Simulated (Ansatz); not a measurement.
## Geometry relaxation, with input and output: CH6AlNSi (part 2 of 2)

CH6AlNSi; UKS PBE0/def2-SVP (Ansatz 0.2.0). It belongs to a series of runs on one base structure; here: end point A relaxed.

Geometry of the input (Å):
```
C  -0.6296  0.8054  -0.5233
N  -0.6312  0.5387  0.8993
Si 0.2333  -1.0049  0.8572
Al 0.4293  -0.6450  -1.3976
H  -1.7295  0.8334  -0.9024
H  -0.2107  1.8505  -0.7598
H  0.0274  1.2390  1.3693
H  -0.5544  -2.1145  1.2616
H  1.5685  -0.8888  1.5964
H  1.5800  -0.6649  -2.3976
```

Trajectory as extended XYZ, continued
```
10
Properties=species:S:1:pos:R:3:forces:R:3 step=6 energy=-17082.26927 accepted=F
C    -0.6086    0.9007   -0.6526    0.0598  -0.0210  -0.0495
N    -0.0784    0.5646    0.6859   -1.5717   2.4135   1.8771
Si    0.3903   -1.1076    0.9337    0.1421  -0.3905   0.1825
Al    0.5937   -0.5030   -1.3768   -0.0187   0.0006  -0.0769
H    -1.7127    0.8055   -0.7577    0.2351   0.0018   0.0093
H    -0.3214    1.9319   -0.9483   -0.1316  -0.1149   0.0388
H    -0.4681    1.2510    1.4660    1.2482  -1.9295  -1.8463
H    -0.6507   -2.0718    1.4530   -0.0182   0.0708  -0.0407
H     1.5148   -1.1943    1.9241   -0.0016   0.0033  -0.0289
H     1.4243   -0.6281   -2.7241    0.0566  -0.0340  -0.0654
10
Properties=species:S:1:pos:R:3:forces:R:3 step=7 energy=-17082.44108
C    -0.6336    0.8947   -0.6557   -0.0261   0.1872   0.1024
N    -0.1610    0.5513    0.6937    0.0963  -0.1600   0.0162
Si    0.3735   -1.1163    0.9377    0.0111   0.0440  -0.0265
Al    0.5828   -0.4975   -1.3769    0.0243  -0.0589  -0.0056
H    -1.7291    0.8180   -0.8003    0.0371  -0.0260   0.0109
H    -0.3395    1.9287   -0.9190   -0.0525  -0.0092  -0.0850
H    -0.3206    1.2229    1.4404   -0.0707   0.0629  -0.0239
H    -0.6493   -2.0853    1.4666   -0.0255  -0.0177   0.0043
H     1.5044   -1.1553    1.9241    0.0044  -0.0228  -0.0036
H     1.4555   -0.6122   -2.7073    0.0014   0.0005   0.0110
10
Properties=species:S:1:pos:R:3:forces:R:3 step=8 energy=-17082.44734
C    -0.6482    0.8894   -0.6522   -0.0237  -0.0013  -0.0214
N    -0.0827    0.5713    0.6723   -0.0791   0.0288  -0.0642
Si    0.3667   -1.1225    0.9335    0.0413  -0.0769  -0.0894
Al    0.5962   -0.4808   -1.3683   -0.0283  -0.0708   0.0224
H    -1.7446    0.7583   -0.7437    0.0660  -0.0211   0.0504
H    -0.4135    1.9255   -0.9602    0.0030  -0.0114   0.0439
H    -0.2619    1.2378    1.4191   -0.0034   0.0863   0.0435
H    -0.7026   -2.0493    1.4535   -0.0174   0.0410  -0.0016
H     1.4818   -1.2013    1.9320    0.0133   0.0032   0.0053
H     1.4920   -0.5796   -2.6829    0.0282   0.0221   0.0109
10
Properties=species:S:1:pos:R:3:forces:R:3 step=9 energy=-17082.45220
C    -0.6621    0.8775   -0.6511   -0.1107  -0.0612  -0.0510
N    -0.0321    0.5811    0.6526   -0.1221   0.1130  -0.0886
Si    0.3615   -1.1323    0.9219   -0.0527  -0.0635   0.0014
Al    0.5973   -0.4814   -1.3684   -0.0254   0.0281   0.0353
H    -1.7583    0.7062   -0.6917    0.1433   0.0226   0.0280
H    -0.4720    1.9180   -0.9803    0.0176  -0.0880   0.0921
H    -0.2070    1.2568    1.3966    0.0828  -0.0171  -0.0177
H    -0.7566   -1.9990    1.4531    0.0514   0.0473  -0.0249
H     1.4717   -1.2391    1.9231    0.0037   0.0031  -0.0019
H     1.5408   -0.5389   -2.6526    0.0121   0.0157   0.0274
10
Properties=species:S:1:pos:R:3:forces:R:3 step=10 energy=-17082.45979
C    -0.6944    0.8571   -0.6540   -0.2607  -0.0348   0.0023
N     0.0281    0.5889    0.6152   -0.2225   0.1072  -0.1812
Si    0.3414   -1.1486    0.9072   -0.1198  -0.0890   0.0743
Al    0.5877   -0.4820   -1.3684    0.0531   0.1241   0.0641
H    -1.7903    0.6479   -0.6210    0.3490   0.0875  -0.0045
H    -0.5503    1.9013   -1.0047    0.0138  -0.2176   0.1437
H    -0.0997    1.2895    1.3508    0.1555  -0.1273  -0.1170
H    -0.8228   -1.9450    1.4653    0.1338   0.1090  -0.0637
H     1.4569   -1.2894    1.8996   -0.0239   0.0242  -0.0118
H     1.6266   -0.4709   -2.5870   -0.0784   0.0166   0.0939
10
Properties=species:S:1:pos:R:3:forces:R:3 step=11 energy=-17082.47228
C    -0.7418    0.8215   -0.6645   -0.3801  -0.0013   0.2587
N     0.1006    0.5770    0.5528   -0.4243   0.1696  -0.3246
Si    0.3127   -1.1847    0.8880   -0.2440  -0.0567   0.2442
Al    0.5863   -0.4778   -1.3604    0.1744   0.2900   0.0096
H    -1.8341    0.5769   -0.5385    0.6949   0.1764  -0.0649
H    -0.6447    1.8712   -1.0266    0.0114  -0.3818   0.1834
H     0.0758    1.3158    1.2707    0.1576  -0.3364  -0.3363
H    -0.9095   -1.8691    1.4965    0.2784   0.1626  -0.1742
H     1.4182   -1.3347    1.8916   -0.0252   0.0179  -0.0485
H     1.7197   -0.3473   -2.5065   -0.2431  -0.0402   0.2526
10
Properties=species:S:1:pos:R:3:forces:R:3 step=12 energy=-17082.53719
C    -0.7775    0.8006   -0.6751   -0.4913   0.0841   0.0699
N     0.1242    0.5421    0.4737   -0.0821   0.2932   0.2876
Si    0.2874   -1.2126    0.8884   -0.1183  -0.2535  -0.0053
Al    0.5863   -0.4497   -1.3266    0.1832   0.0367  -0.1336
H    -1.8471    0.5400   -0.4966    0.4005   0.1642  -0.0706
H    -0.6916    1.8547   -1.0121   -0.0195  -0.3139   0.0522
H     0.2306    1.2983    1.1582    0.0658  -0.1698  -0.2096
H    -0.9451   -1.8392    1.5029    0.1072   0.1335  -0.0638
H     1.3793   -1.3297    1.9069    0.0086   0.0510  -0.0411
H     1.7366   -0.2555   -2.4166   -0.0540  -0.0257   0.1144
10
Properties=species:S:1:pos:R:3:forces:R:3 step=13 energy=-17082.54429
C    -0.8281    0.7762   -0.6721   -0.0740   0.1636   0.0066
N     0.1244    0.5106    0.4290    0.1077   0.3434   0.4038
Si    0.2511   -1.2569    0.8522   -0.0407  -0.0180   0.1404
Al    0.5693   -0.4294   -1.3268    0.1659  -0.0915  -0.1482
H    -1.8784    0.5283   -0.4515    0.0280  -0.0119  -0.0339
H    -0.7445    1.8174   -1.0191   -0.0201  -0.0046  -0.0017
H     0.3493    1.2717    1.0840   -0.1127  -0.2831  -0.3321
H    -0.9873   -1.7479    1.5577    0.0945  -0.0337  -0.0723
H     1.3957   -1.3315    1.8157   -0.0352  -0.0513   0.0394
H     1.8316   -0.1896   -2.2660   -0.1135  -0.0127  -0.0021
10
Properties=species:S:1:pos:R:3:forces:R:3 step=14 energy=-17082.55363
C    -0.8113    0.7850   -0.6609    0.0076   0.0648  -0.0645
N     0.1267    0.5358    0.4578   -0.0922  -0.6163  -0.2825
Si    0.2673   -1.2474    0.8691    0.0175   0.2598  -0.0465
Al    0.5868   -0.4290   -1.3192    0.0027   0.0010   0.0104
H    -1.8633    0.5228   -0.4679    0.0185   0.0227   0.0400
H    -0.7330    1.8248   -1.0151   -0.0206  -0.0228   0.0024
H     0.3269    1.2927    1.0936    0.0744   0.3396   0.2786
H    -0.9754   -1.7881    1.5132   -0.0151  -0.0191   0.0068
H     1.3740   -1.3318    1.8707    0.0198  -0.0365   0.0381
H     1.7843   -0.2159   -2.3382   -0.0125   0.0068   0.0172
10
Properties=species:S:1:pos:R:3:forces:R:3 step=15 energy=-17082.55838
C    -0.8117    0.7848   -0.6664   -0.0271   0.0045   0.0020
N     0.1232    0.5290    0.4542    0.0102  -0.0308   0.0032
Si    0.2725   -1.2388    0.8706   -0.0210   0.0035  -0.0051
Al    0.5819   -0.4346   -1.3238    0.0152  -0.0269   0.0005
H    -1.8643    0.5351   -0.4617    0.0066  -0.0062  -0.0113
H    -0.7299    1.8231   -1.0225    0.0121   0.0014   0.0141
H     0.3202    1.2922    1.0981    0.0075   0.0391   0.0093
H    -0.9687   -1.7908    1.5114   -0.0008  -0.0045  -0.0020
H     1.3763   -1.3384    1.8774    0.0036   0.0101  -0.0073
H     1.7837   -0.2126   -2.3341   -0.0062   0.0098  -0.0035
10
Properties=species:S:1:pos:R:3:forces:R:3 step=16 energy=-17082.55857
C    -0.8096    0.7831   -0.6668   -0.0113   0.0144  -0.0021
N     0.1230    0.5271    0.4557    0.0030   0.0077   0.0246
Si    0.2690   -1.2391    0.8726    0.0082   0.0046   0.0026
Al    0.5831   -0.4392   -1.3224   -0.0011   0.0012  -0.0052
H    -1.8628    0.5337   -0.4663   -0.0007  -0.0012   0.0032
H    -0.7247    1.8220   -1.0197    0.0008  -0.0004  -0.0029
H     0.3213    1.2930    1.0983   -0.0036  -0.0114  -0.0225
H    -0.9717   -1.7924    1.5138    0.0051  -0.0039  -0.0009
H     1.3770   -1.3335    1.8753   -0.0058  -0.0066   0.0016
H     1.7786   -0.2057   -2.3374    0.0055  -0.0044   0.0015
10
Properties=species:S:1:pos:R:3:forces:R:3 step=17 energy=-17082.55864
C    -0.8107    0.7840   -0.6666   -0.0014   0.0072  -0.0019
N     0.1225    0.5280    0.4556   -0.0017  -0.0065   0.0132
Si    0.2698   -1.2385    0.8724    0.0021   0.0018  -0.0017
Al    0.5821   -0.4385   -1.3228    0.0012  -0.0018  -0.0020
H    -1.8638    0.5347   -0.4653    0.0003  -0.0013   0.0011
H    -0.7257    1.8228   -1.0199    0.0002   0.0001  -0.0007
H     0.3221    1.2944    1.0965   -0.0009   0.0002  -0.0084
H    -0.9699   -1.7948    1.5124    0.0004   0.0007   0.0004
H     1.3764   -1.3348    1.8763   -0.0007  -0.0005  -0.0002
H     1.7803   -0.2082   -2.3356    0.0005   0.0002   0.0003
```

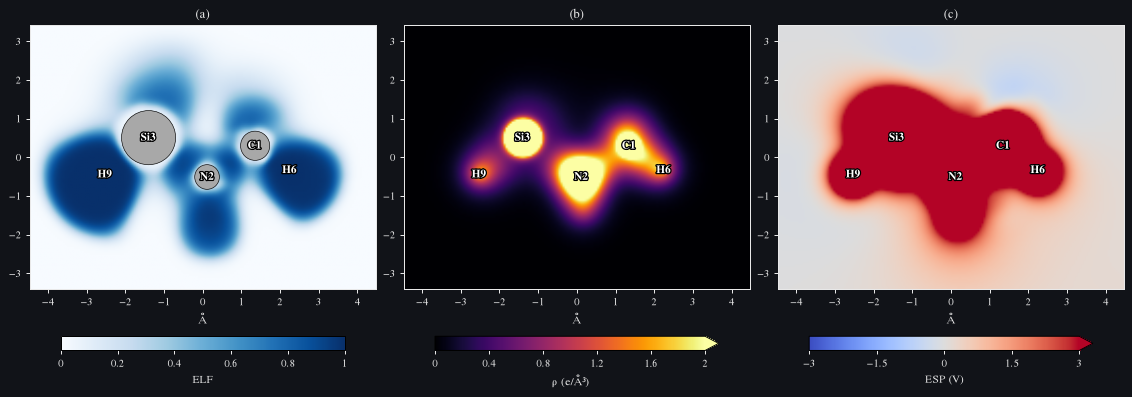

Figure 1. (a) electron localisation function; (b) electron density; (c) electrostatic potential on the plane of atoms C1, N2 and Si3. Grey discs, where drawn, cover atomic cores. The plane passes through C, N, Si and H nuclei. Si–N (1.82 Å): ρ at the midpoint is about 0.9 e/Å³; the ELF peaks at about 0.90 between the atoms, which marks a shared but strongly polarised pair.

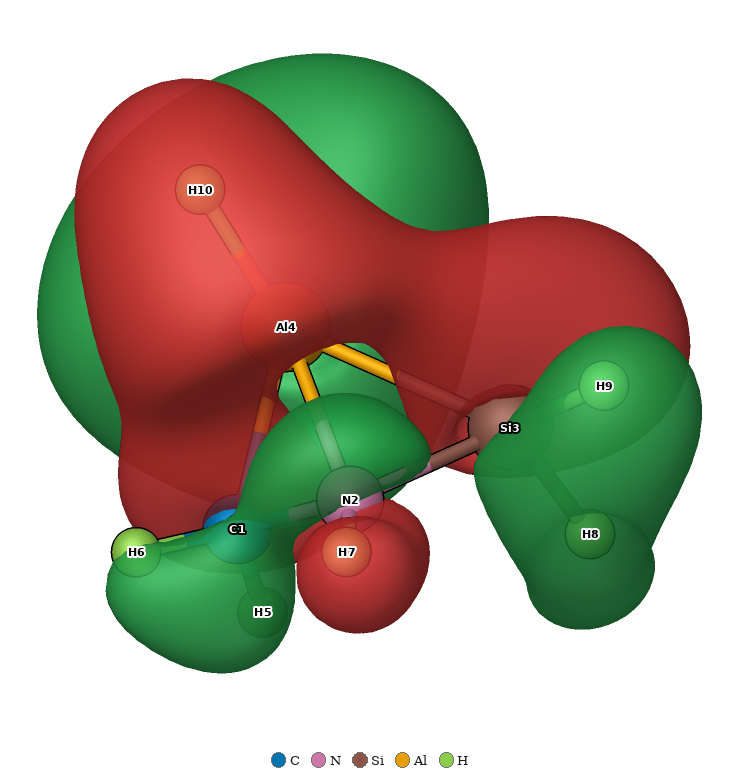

Figure 2. The LUMO (β) at ±0.05 Å⁻³ᐟ² (green and red are the two phases), seen face on. By Hirshfeld shares it lies mainly on Al4 (60 %) and Si3 (15 %). Its energy is −0.65 eV.

Summary

| quantity | value |
| --- | --- |
| outcome | converged |
| total energy | −17082.5587 eV |
| mean-field energy | −17082.5587 eV |
| largest force (length of the vector) at the end | 0.015 eV/Å |
| wall time | 62 s (CPU time 2 min) |
| peak memory | 0.26 GiB |
